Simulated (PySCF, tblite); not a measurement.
# C6H7N2−: a rotation path, then NMR shifts on frames

How do NMR shifts of C6H7N2− (`C=C(C)c1cn[n-]c1`) change as the atoms move?

Computed with tblite 0.8.0 and PySCF 2.14.0, with density-fitted response routines of our own, on a single molecule in the gas phase. Atoms count from 0, in the outputs and in this text.

## Step 1: The starting structure

15 atoms, charge -1, multiplicity 1; geometry from: GFN2-xTB.

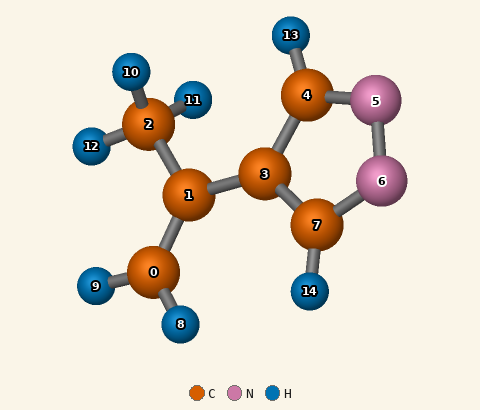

As it starts; carbon orange, nitrogen pink, hydrogen blue, atoms numbered; sticks join atoms by distance.

## Step 2: A band between two rotamers with GFN2-xTB

Job settings and geometry (Å):

```
{"job": {"kind": "neb", "xc": "GFN2-xTB", "basis": "xTB", "atoms": [7, 3, 1, 2], "turn": 180}, "charge": -1, "multiplicity": 1}
C     -1.014079     1.599536    -0.770499
C     -0.528461     0.354014    -0.680600
C     -1.046538    -0.717336    -1.607276
C      0.477576    -0.049205     0.259980
C      1.061040    -1.319676     0.439345
N      1.957468    -1.301148     1.413533
N      2.010090    -0.048447     1.914222
C      1.147060     0.701829     1.248017
H     -0.670470     2.391369    -0.126543
H     -1.773012     1.868053    -1.493113
H     -0.230899    -1.128292    -2.203636
H     -1.482008    -1.535868    -1.032896
H     -1.807440    -0.318748    -2.280188
H      0.865822    -2.236041    -0.100918
H      1.029439     1.747949     1.493005
```

Method: GFN2-xTB climbing-image nudged elastic band, gas phase.

Command:

```bash
> OMP_NUM_THREADS=1 python probes_run.py task.json out
```

The driver reads the jobs from task.json and runs them one after another.

Log:

```text
image   E - E0 / eV
  0      -0.0000
  1       0.0293
  2       0.1056
  3       0.1991
  4       0.2378
  5       0.1840
  6       0.0893
  7       0.0222
  8      -0.0000
```

Wall time 6.8 s (1 thread, shared host).

The final band, with the dihedral C7–C3–C1–C2:

```csv
image,dihedral (°),energy (eV),energy (kcal/mol)
0,-180,0.000,0.0
1,-156,0.029,0.7
2,-134,0.106,2.4
3,-111,0.199,4.6
4,-87,0.238,5.5
5,-64,0.184,4.2
6,-42,0.089,2.1
7,-20,0.022,0.5
8,0,0.000,0.0
```

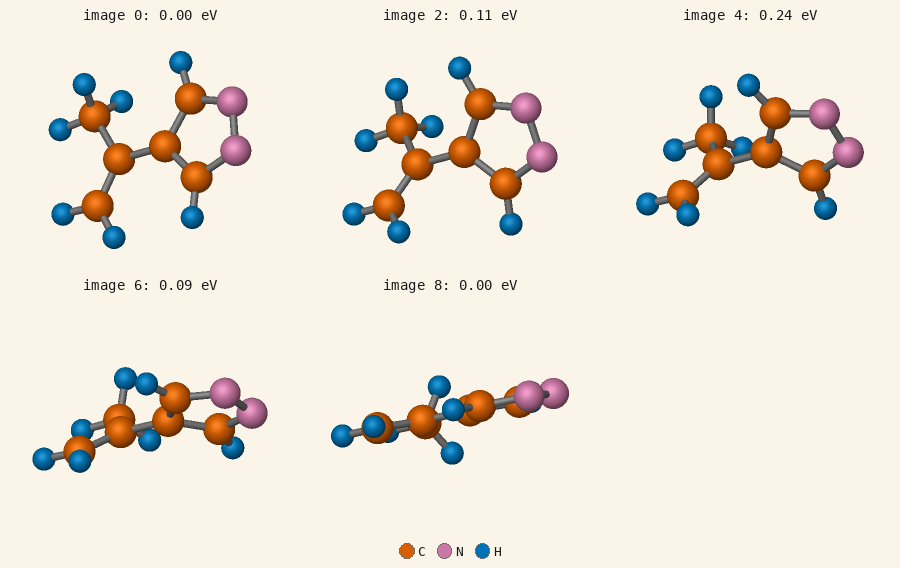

Images along the band.

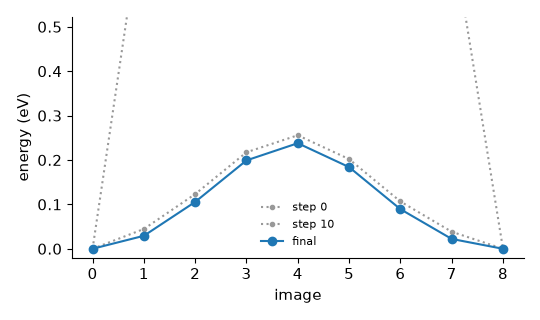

Energy along the band, early and final.

## Step 3: NMR shieldings: image 0, PBE0/pcSseg-1

Job settings and geometry (Å):

```
{"job": {"kind": "nmr", "xc": "PBE0", "basis": "pcSseg-1", "pop": false}, "charge": -1, "multiplicity": 1}
C     -1.014100     1.599500    -0.770500
C     -0.528500     0.354000    -0.680600
C     -1.046500    -0.717300    -1.607300
C      0.477600    -0.049200     0.260000
C      1.061000    -1.319700     0.439300
N      1.957500    -1.301100     1.413500
N      2.010100    -0.048400     1.914200
C      1.147100     0.701800     1.248000
H     -0.670500     2.391400    -0.126500
H     -1.773000     1.868100    -1.493100
H     -0.230900    -1.128300    -2.203600
H     -1.482000    -1.535900    -1.032900
H     -1.807400    -0.318700    -2.280200
H      0.865800    -2.236000    -0.100900
H      1.029400     1.747900     1.493000
```

Level: GIAO PBE0/pcSseg-1 NMR shielding, non-relativistic, gas phase.

Log:

```text
coarse grid: 12984 points
cycle   1  E = -341.7744533971  dE =  1.310e+00  |g| = 5.034e-01  |ddm| = 3.974e+00
cycle   2  E = -341.7798381288  dE = -5.385e-03  |g| = 5.408e-01  |ddm| = 1.856e+00
cycle   3  E = -341.8525325933  dE = -7.269e-02  |g| = 1.251e-01  |ddm| = 9.154e-01
cycle   4  E = -341.8549405391  dE = -2.408e-03  |g| = 6.574e-02  |ddm| = 1.848e-01
cycle   5  E = -341.8559720170  dE = -1.031e-03  |g| = 1.052e-02  |ddm| = 1.149e-01
cycle   6  E = -341.8559909854  dE = -1.897e-05  |g| = 5.735e-03  |ddm| = 1.752e-02
cycle   7  E = -341.8559989264  dE = -7.941e-06  |g| = 9.766e-04  |ddm| = 5.855e-03
final grid: 126840 points
cycle   8  E = -341.9013819061  dE = -3.705e-05  |g| = 7.380e-03  |ddm| = 4.177e-02
cycle   9  E = -341.9013805661  dE =  1.340e-06  |g| = 7.944e-03  |ddm| = 1.791e-02
cycle  10  E = -341.9013957307  dE = -1.516e-05  |g| = 1.375e-03  |ddm| = 9.057e-03
cycle  11  E = -341.9013961433  dE = -4.126e-07  |g| = 3.499e-04  |ddm| = 1.915e-03
cycle  12  E = -341.9013961693  dE = -2.602e-08  |g| = 1.156e-04  |ddm| = 6.377e-04
cycle  13  E = -341.9013961725  dE = -3.227e-09  |g| = 2.395e-05  |ddm| = 1.335e-04
cycle  14  E = -341.9013961727  dE = -1.278e-10  |g| = 6.028e-06  |ddm| = 2.702e-05
converged SCF energy = -341.9013961727

GIAO shielding tensors (ppm)
atom      isotropic    diamagn.    paramagn.     s11        s22        s33       span
  0 C       96.850     253.913    -157.063     13.200    132.989    144.361    131.160
  1 C       39.022     257.493    -218.471    -79.819     33.281    163.604    243.424
  2 C      160.848     247.390     -86.542    139.356    156.973    186.216     46.859
  3 C       66.747     252.117    -185.370     18.517     38.990    142.733    124.216
  4 C       49.762     248.062    -198.300    -50.576     76.005    123.855    174.431
  5 N     -105.321     333.096    -438.417   -334.815   -151.510    170.362    505.177
  6 N     -111.343     333.514    -444.856   -347.663   -158.207    171.842    519.505
  7 C       50.274     247.946    -197.672    -49.335     74.023    126.133    175.468
  8 H       27.035      33.636      -6.601     23.178     26.676     31.251      8.074
  9 H       27.929      31.485      -3.556     25.797     25.953     32.037      6.240
 10 H       29.429      29.997      -0.568     25.526     28.621     34.140      8.614
 11 H       29.435      30.343      -0.908     25.530     28.641     34.135      8.606
 12 H       30.454      30.047       0.407     26.523     29.950     34.890      8.367
 13 H       24.481      32.881      -8.400     22.630     22.676     28.137      5.508
 14 H       23.940      33.259      -9.319     21.908     22.733     27.180      5.272
```

It took 87 s on 1 thread, shared host.

Shifts follow as δ = σ(reference) − σ, with reference shieldings (ppm) from runs at the same level and on the same kind of geometry: 1H TMS 31.72, 13C TMS 186.9, 15N NH3 267.7. The references are single molecules in the gas phase, so shifts against H2O, NH3, PH3, H3PO4 or CFCl3 are not on the usual liquid scales and can be off by tens of ppm. Each atom is listed at this fixed geometry, with no averaging over motion; a spectrum would average atoms that exchange fast.

```csv
atoms,environment,σ (ppm),δ (ppm)
C1,fully substituted alkene carbon,39.0,147.9
C4,aromatic CH next to a ring nitrogen,49.8,137.2
C7,aromatic CH next to a ring nitrogen,50.3,136.7
C3,substituted aromatic carbon,66.7,120.2
C0,terminal =CH2 carbon,96.8,90.1
C2,allylic methyl carbon,160.8,26.1
H14,hydrogen on an aromatic CH next to a ring nitrogen,23.94,7.78
H13,hydrogen on an aromatic CH next to a ring nitrogen,24.48,7.24
H8,hydrogen on a terminal =CH2 carbon,27.03,4.68
H9,hydrogen on a terminal =CH2 carbon,27.93,3.79
H10,hydrogen on an allylic methyl carbon,29.43,2.29
H11,hydrogen on an allylic methyl carbon,29.44,2.28
H12,hydrogen on an allylic methyl carbon,30.45,1.26
N6,pyridine-type nitrogen of an azole,-111.3,379.1
N5,pyridine-type nitrogen of an azole,-105.3,373.1
```

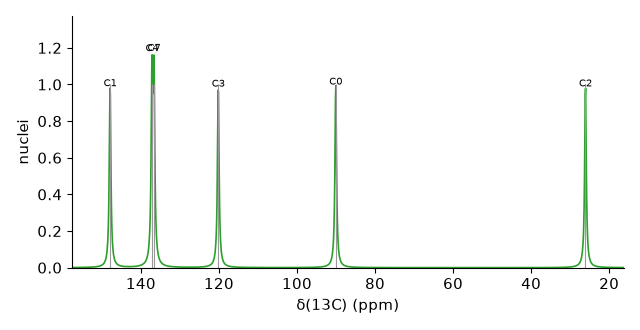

13C lines at the computed shifts, without couplings. Lines are broadened to a width of 0.49 ppm (Lorentzian).

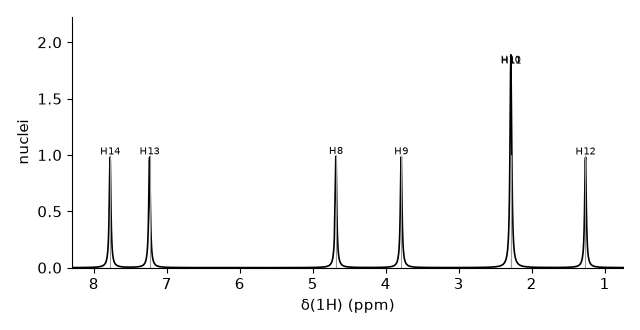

1H lines at the computed shifts, without couplings. Lines are broadened to a width of 0.03 ppm (Lorentzian).

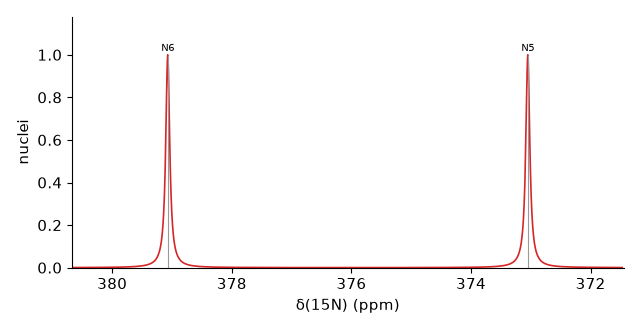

15N lines at the computed shifts, without couplings. Lines are broadened to a width of 0.08 ppm (Lorentzian).

Ring of atoms C3, C4, N5, N6, C7: NICS(0) -9.9, NICS(1) -11.7, NICS(1)zz -29.5 ppm (means of both faces).

The fields below are evaluated on a grid from the run's orbitals.

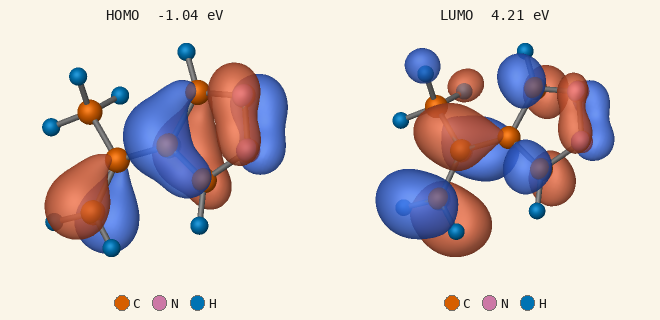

Frontier orbitals at PBE0/pcSseg-1; each surface holds 70 % of the orbital's density, blue and red mark the sign.

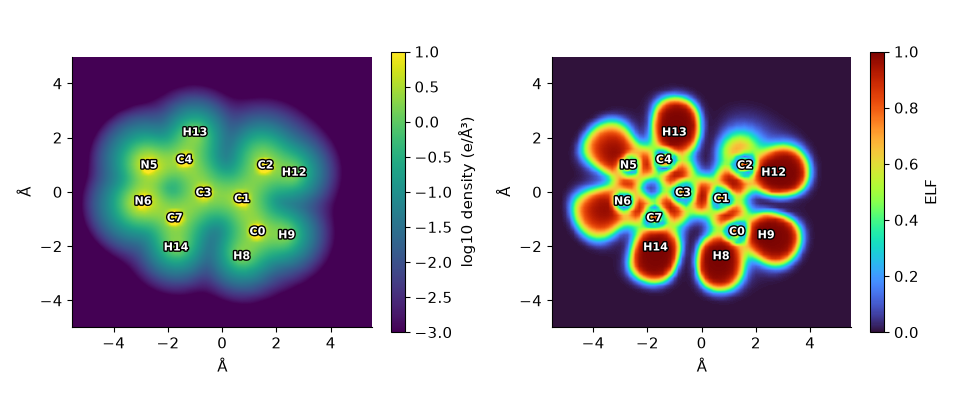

Density (left) and ELF (right) in a plane through or near 13 of the atoms.

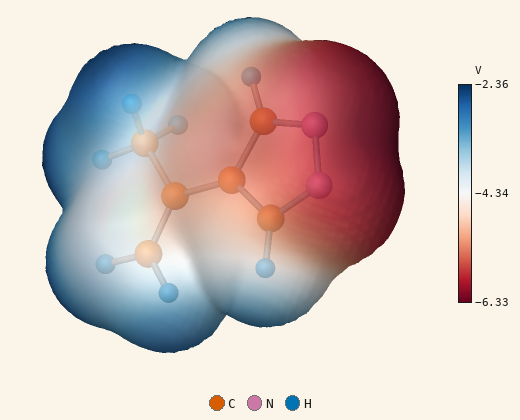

The potential that a unit positive charge feels on the 0.002 e/bohr³ surface, from the 1st to the 99th percentile, from -6.33 V near N5 to -2.36 V near H12.

## Step 4: Shielding tensors: image 2, PBE0/pcSseg-1

Job settings and geometry (Å):

```
{"job": {"kind": "nmr", "xc": "PBE0", "basis": "pcSseg-1", "pop": false}, "charge": -1, "multiplicity": 1}
C     -0.708700     1.628400    -1.066400
C     -0.489100     0.356000    -0.727600
C     -1.305500    -0.744200    -1.356800
C      0.506100    -0.049200     0.240100
C      1.439400    -1.096200     0.153300
N      2.192000    -1.153200     1.245000
N      1.774100    -0.199900     2.093300
C      0.796300     0.480700     1.508200
H     -0.135100     2.435300    -0.642100
H     -1.464800     1.906600    -1.788800
H     -0.661000    -1.456500    -1.870100
H     -1.847300    -1.291900    -0.584300
H     -2.026100    -0.341900    -2.070800
H      1.628200    -1.755500    -0.684100
H      0.297200     1.289400     2.023800
```

Level: GIAO PBE0/pcSseg-1 NMR shielding, non-relativistic, gas phase.

Log:

```text
coarse grid: 12984 points
cycle   1  E = -341.7691214466  dE =  1.315e+00  |g| = 5.051e-01  |ddm| = 3.881e+00
cycle   2  E = -341.7736205262  dE = -4.499e-03  |g| = 5.462e-01  |ddm| = 1.843e+00
cycle   3  E = -341.8482380878  dE = -7.462e-02  |g| = 1.223e-01  |ddm| = 9.131e-01
cycle   4  E = -341.8505169175  dE = -2.279e-03  |g| = 6.532e-02  |ddm| = 1.755e-01
cycle   5  E = -341.8515193828  dE = -1.002e-03  |g| = 1.227e-02  |ddm| = 1.066e-01
cycle   6  E = -341.8515459888  dE = -2.661e-05  |g| = 6.348e-03  |ddm| = 1.903e-02
cycle   7  E = -341.8515559329  dE = -9.944e-06  |g| = 1.079e-03  |ddm| = 6.647e-03
final grid: 126840 points
cycle   8  E = -341.8971701146  dE = -3.782e-05  |g| = 7.380e-03  |ddm| = 4.661e-02
cycle   9  E = -341.8971683325  dE =  1.782e-06  |g| = 8.092e-03  |ddm| = 1.820e-02
cycle  10  E = -341.8971837510  dE = -1.542e-05  |g| = 1.542e-03  |ddm| = 9.380e-03
cycle  11  E = -341.8971842877  dE = -5.367e-07  |g| = 3.413e-04  |ddm| = 2.064e-03
cycle  12  E = -341.8971843129  dE = -2.519e-08  |g| = 1.109e-04  |ddm| = 5.765e-04
cycle  13  E = -341.8971843156  dE = -2.722e-09  |g| = 2.753e-05  |ddm| = 1.117e-04
cycle  14  E = -341.8971843158  dE = -1.580e-10  |g| = 9.410e-06  |ddm| = 3.571e-05
converged SCF energy = -341.8971843158

GIAO shielding tensors (ppm)
atom      isotropic    diamagn.    paramagn.     s11        s22        s33       span
  0 C       87.573     252.618    -165.045      2.090    117.754    142.875    140.785
  1 C       31.591     256.226    -224.635    -89.985     24.271    160.487    250.472
  2 C      157.154     246.976     -89.822    134.749    151.409    185.303     50.554
  3 C       65.277     251.804    -186.527     11.029     44.589    140.213    129.184
  4 C       51.283     248.565    -197.282    -47.050     77.193    123.707    170.758
  5 N     -107.499     333.472    -440.971   -334.497   -157.092    169.093    503.591
  6 N     -104.477     333.859    -438.336   -334.665   -150.358    171.591    506.256
  7 C       50.646     248.109    -197.463    -43.190     79.432    115.696    158.885
  8 H       27.413      32.863      -5.450     24.270     25.615     32.355      8.085
  9 H       27.415      31.554      -4.139     25.115     25.557     31.572      6.458
 10 H       29.436      30.175      -0.739     25.040     29.231     34.037      8.997
 11 H       29.752      29.947      -0.194     26.667     28.376     34.214      7.547
 12 H       30.140      30.362      -0.222     26.190     29.261     34.968      8.778
 13 H       24.494      32.805      -8.311     22.678     23.045     27.760      5.082
 14 H       24.508      33.091      -8.583     23.031     23.426     27.068      4.037
```

Wall time 59 s (1 thread, shared host).

This run: δ C1 155.3, C7 136.3, C4 135.6, C3 121.6, H13 7.22, H14 7.21 ppm.

(Part 1 of 2 ends here.)
